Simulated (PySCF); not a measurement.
C4H13ClN2Si2

Input file:

```
{"job": {"kind": "nmr", "xc": "PBE0", "basis": "pcSseg-1"}, "charge": 0, "multiplicity": 1}
C      2.836108    -1.380624     0.089912
N      1.542278    -0.997868     0.598009
Si     0.275822    -0.509468    -0.456474
C      0.686127     1.182460    -1.219926
Si    -0.734046     2.293800    -0.659405
Cl    -1.728434     3.133019    -2.212662
C     -1.862083     1.025145     0.207513
N     -1.072432    -0.138818     0.539320
C     -1.808242    -1.146208     1.254105
H      3.075664    -0.744950    -0.759043
H      2.866833    -2.422699    -0.247554
H      3.600137    -1.242786     0.857175
H      1.295014    -1.520633     1.424105
H     -0.028588    -1.483033    -1.532612
H      1.644684     1.549634    -0.866002
H      0.755862     1.116839    -2.302161
H     -0.335464     3.373893     0.245451
H     -2.712244     0.743397    -0.433414
H     -2.297754     1.429649     1.128574
H     -2.201366    -0.734949     2.189013
H     -1.152672    -1.981504     1.487355
H     -2.655612    -1.524908     0.667874
```

Launched as:

```sh
OMP_NUM_THREADS=1 python probes_run.py task.json out
```

Geometry: GFN2-xTB.

Level of theory: PBE0/pcSseg-1, SCF density, gas phase, non-relativistic (PySCF 2.14.0).

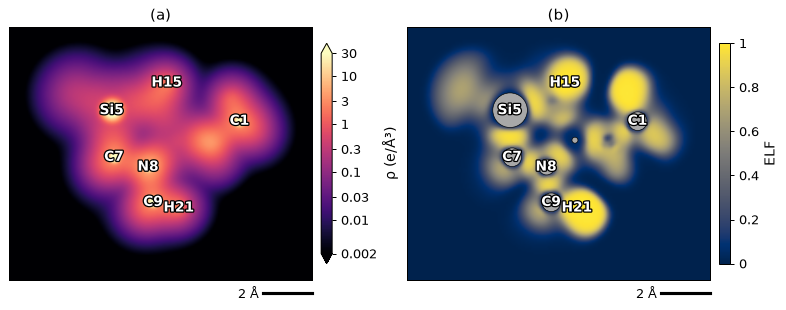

Figure 1. (a) total electron density; (b) electron localisation function on the plane of atoms C7, N8 and C9. Grey discs cover the atomic cores in the ELF map.

**Interpret the plot.**

The section cuts through C, Si, N and H sites.
C–N (1.44 Å): ρ at the midpoint is about 1.9 e/Å³; the ELF peaks at about 0.90 between the atoms; a shared electron pair.
C–Si (1.91 Å): ρ is about 0.94 e/Å³ halfway; the ELF peaks at about 0.95 between the atoms; a shared electron pair.
C–H (1.09 Å): ρ at the midpoint is about 2 e/Å³; the ELF climbs to about 1 towards the hydrogen, as it does in any bond to H: a covalent bond by its length.

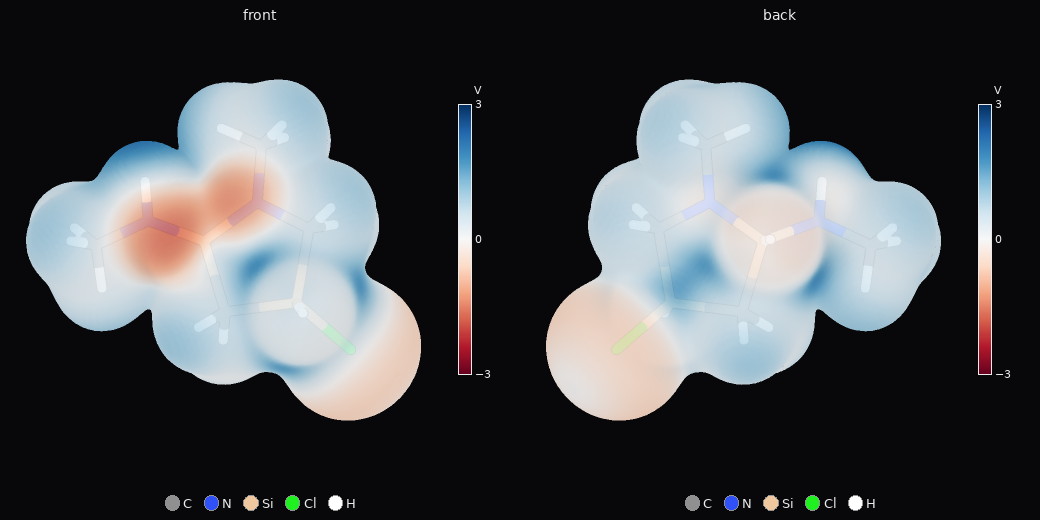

Figure 2. The molecular electrostatic potential painted on the density surface at 0.004 e/bohr³, seen from the front and from behind; the colour scale runs from red (negative) to blue (positive).

**Where is the surface potential most negative and most positive?**

The most negative region (about −1.5 V) lies over N2, the most positive (about +2.0 V) over Si3 and H13. N2 is the likeliest acceptor of a hydrogen bond.

**What dipole moment does the calculation give?**

Its dipole moment is 2.68 D.
